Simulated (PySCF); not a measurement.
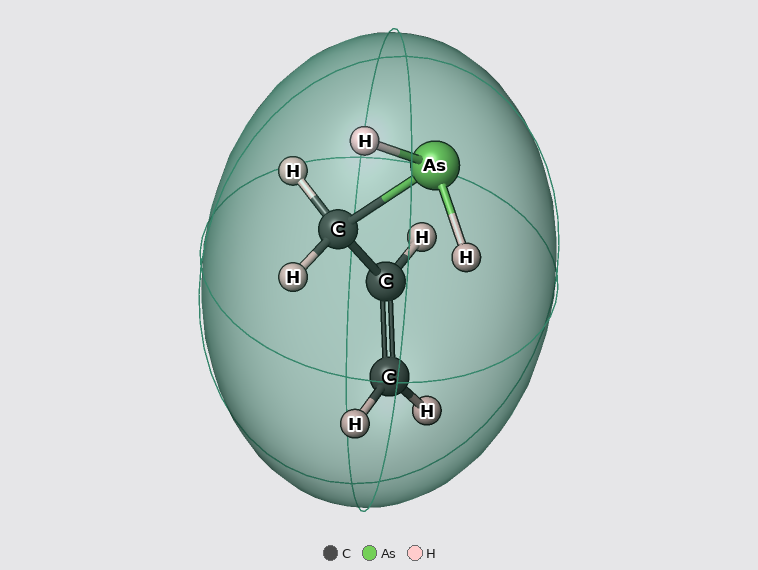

The ellipsoid shows the static dipole polarisability: its half-axes are proportional to the principal values. The geometry was computed by an optimisation with PBE0-D3(BJ)/def2-SVP. No frequency run is at hand to confirm it as a minimum. Computed with ωB97X-D/def2-SVPD (PySCF 2.14.0).

Give the principal values, the mean and the anisotropy.

Answer. Principal values 61.3, 63.3, 91.9 bohr³; mean 72.2 bohr³ (10.70 Å³); anisotropy 29.6 bohr³, so the longest axis is 1.50 times the shortest.
